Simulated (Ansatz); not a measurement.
**CH$_{3}$ClSi: density, localisation and related maps**

The calculation's input:

```
crystal:
  periodic: [false, false, false]
  atoms:
    - {symbol: C, position_ang: [-0.708230, 0.277235, -0.632321]}
    - {symbol: Si, position_ang: [0.504061, -0.075912, 0.488882]}
    - {symbol: Cl, position_ang: [1.318041, -1.920391, 0.728022]}
    - {symbol: H, position_ang: [-1.137542, -0.455319, -1.303422]}
    - {symbol: H, position_ang: [-1.093278, 1.288642, -0.701288]}
    - {symbol: H, position_ang: [1.116949, 0.885745, 1.420126]}
basis:
  gaussian: {orbitals: def2-TZVPP}
hamiltonian: {xc: pbe0, dispersion: d4}
output: {orbitals: {seedname: orbitals}}
```

Command:

```sh
ansatz run in.yaml --threads 2 --pin off --events-out ev --progress --plain --max-ram 4352MiB
```

Geometry: PBE0-D4/def2-TZVP.

All numbers below come from RKS PBE0-D4/def2-TZVPP (Ansatz).

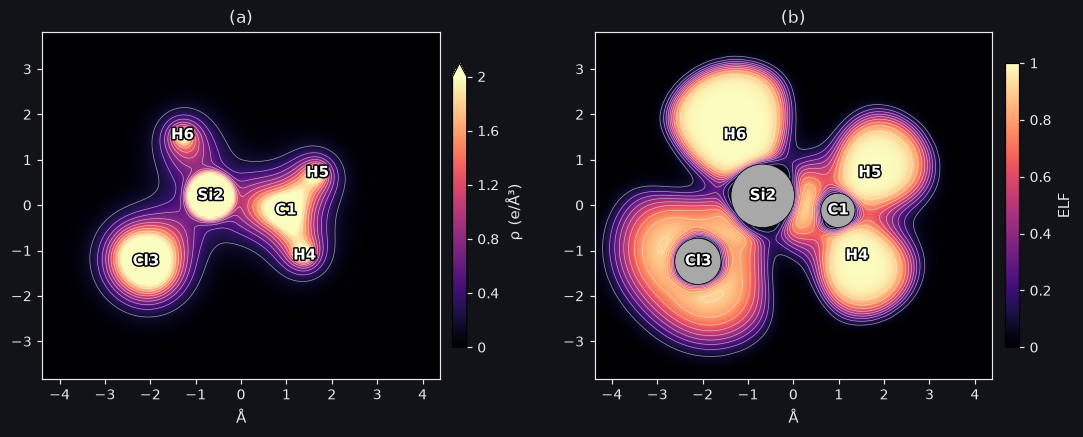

Figure 1. (a) electron density; (b) ELF on the molecular plane. Grey discs cover the atomic cores in the ELF map.

Q: What does the map show?

A:
- The section cuts through C, Si, Cl and H sites.
- C–Si (1.69 Å): ρ at the midpoint is about 1.2 e/Å³; the ELF peaks at about 0.90 between the atoms; localised, covalent bonding.
- Si–Cl (2.03 Å): ρ is about 0.94 e/Å³ halfway; the ELF peaks at about 0.85 between the atoms; a polar covalent bond.
- C–H (1.08 Å): ρ at the midpoint is about 2 e/Å³; the ELF climbs to about 1 towards the hydrogen, as it does in any bond to H: a covalent bond by its length.
- Si–H (1.47 Å): ρ at the midpoint is about 0.84 e/Å³; the ELF climbs to about 1 towards the hydrogen.
- The ELF also peaks beside Cl3, away from the bonds: lone-pair regions.

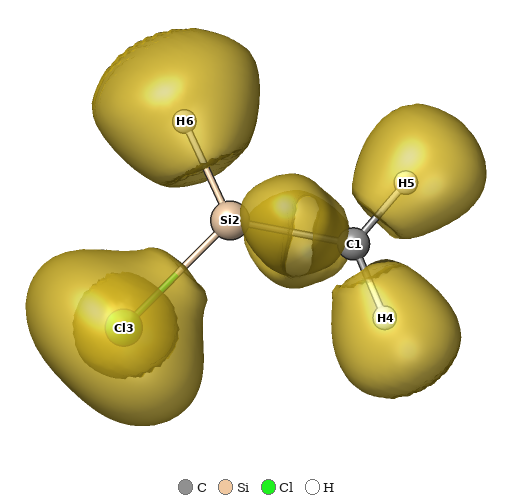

Figure 2. Isosurface of the electron localisation function at 0.75 (yellow), seen across its widest extent. Only the valence region is drawn (cores and ρ < 0.01 e/Å³ removed).

Q: Identify the bonds, lone pairs and shells in this picture.

A: At this value the surface marks out one region between bonded C–Si atoms (shared pairs), three regions around hydrogen nuclei and one region on Cl in which the atom's valence shell and bonds are merged.

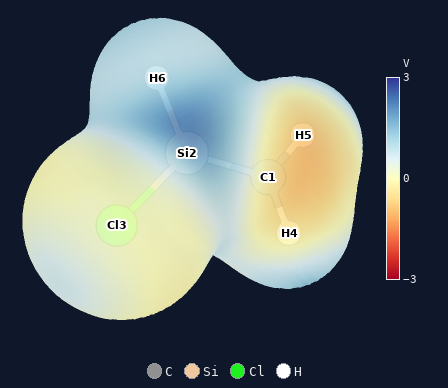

Figure 3. The molecular electrostatic potential painted on the density surface at 0.004 e/bohr³, seen at a tilt; red is negative and blue positive.

Q: Describe the electrostatic potential map.

A: The most negative region (about −1.0 V) lies over the π face of C1, the most positive (about +2.2 V) over Si2. Cl3 shows a σ-hole: about +0.7 V at the tip opposite its bond, against about 0.0 V on its flanks.

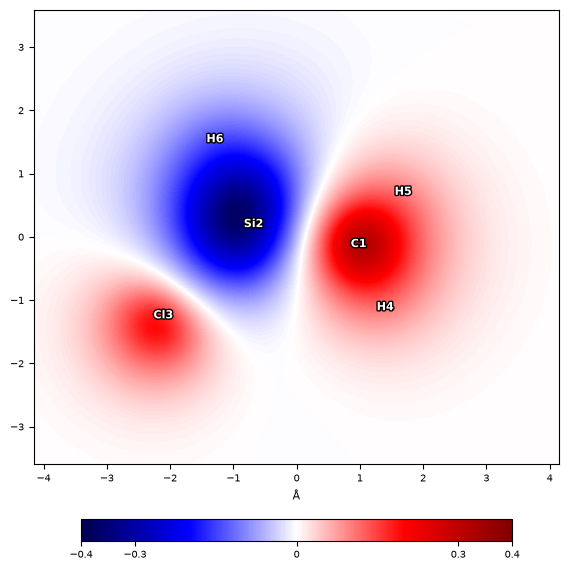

Figure 4. The LUMO on a plane 0.8 Å above the molecular plane (values in Å⁻³ᐟ²; the overall sign is arbitrary).

Q: What is the character of this orbital?

A: By Hirshfeld shares it lies mainly on Si2 (about 55 %), C1 (about 25 %), Cl3 (about 10 %) and H6 (about 5 %); it changes sign across the molecular plane (π type); π-antibonding (a node) across C1–Si2. Its energy is −1.11 eV.
